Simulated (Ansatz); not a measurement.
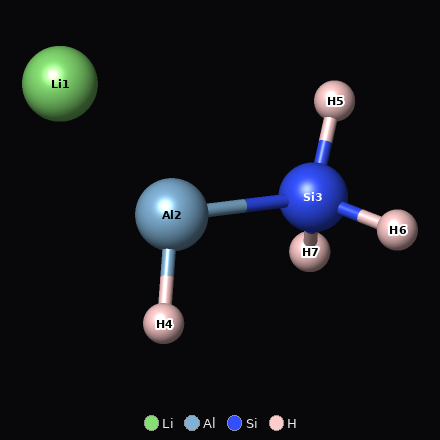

The system is AlH₄LiSi; the picture shows the reference structure. The first coordinate is: bond length Si3–H5; the second: bond length Si3–H6. Nothing is relaxed (all other coordinates rigid). The grid has 13 × 13 points. Points are written as (first, second). All energies are given in kJ/mol relative to the lowest grid point. The reference is spin-restricted, which grows unreliable where a bond is stretched far. All numbers below come from RKS PBE0-D4/def2-TZVP (Ansatz).

Its coordinates:

```yaml
atoms:
  - { symbol: Li, position_ang: [-2.9036, -1.9215, -0.9277] }
  - { symbol: Al, position_ang: [-0.5574, -1.2713, 0.0725] }
  - { symbol: Si, position_ang: [0.5415, 0.9609, 0.0028] }
  - { symbol: H, position_ang: [0.4761, -2.2303, 0.8639] }
  - { symbol: H, position_ang: [-0.2345, 2.0257, -0.7083] }
  - { symbol: H, position_ang: [0.8010, 1.5107, 1.3726] }
  - { symbol: H, position_ang: [1.8770, 0.9258, -0.6759] }
```

Range: bond length Si3–H5 from 1.228 to 2.246 Å; bond length Si3–H6 from 1.229 to 2.248 Å.

Q: What will the energy surface look like?

A: The lowest grid point is at (1.482 Å, 1.484 Å). It is the only kind of minimum in the scanned range. The highest grid point, (2.246 Å, 2.248 Å), lies 353 kJ/mol above the lowest. Round the minimum the contours are nearly round: the two directions are equally stiff and uncoupled.

```
bond length Si3–H6 ↓, bond length Si3–H5 →  1.228  1.313  1.397  1.482  1.567  1.652  1.737  1.822  1.906  1.991  2.076  2.161  2.246
                                     2.248    263    210    183    174    178    190    208    229    253    277    303    328    353
                                     2.163    239    186    159    150    154    166    184    205    228    253    279    304    329
                                     2.078    214    161    134    125    129    141    159    180    203    228    254    279    304
                                     1.993    189    136    109    100    104    116    134    155    178    203    229    254    279
                                     1.908    165    111     85     76     79     91    109    131    154    178    204    229    254
                                     1.823    142     89     62     53     56     68     86    107    130    155    181    206    231
                                     1.738    122     68     42     32     36     48     65     86    109    134    160    185    210
                                     1.654    105     51     24     15     19     31     48     69     92    117    142    167    192
                                     1.569     93     40     13      3      7     19     36     57     80    104    130    155    180
                                     1.484     90     36      9      0      3     15     33     53     76    101    126    151    176
                                     1.399    100     46     19      9     12     24     42     62     85    109    135    160    184
                                     1.314    127     73     46     36     40     51     69     89    112    136    162    187    211
                                     1.229    181    127    100     90     93    105    122    142    165    189    215    240    264
```

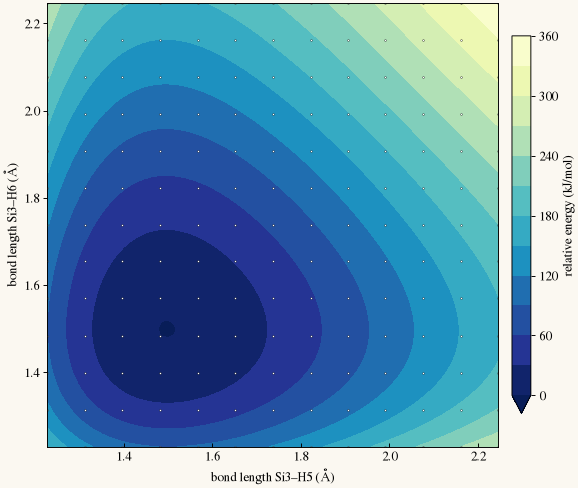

The picture shows filled contours, dots at the grid points. Between grid points the surface is interpolated.

The whole map (169 points run) took 12 min on 1 thread of Arm Neoverse V1 (shared host).
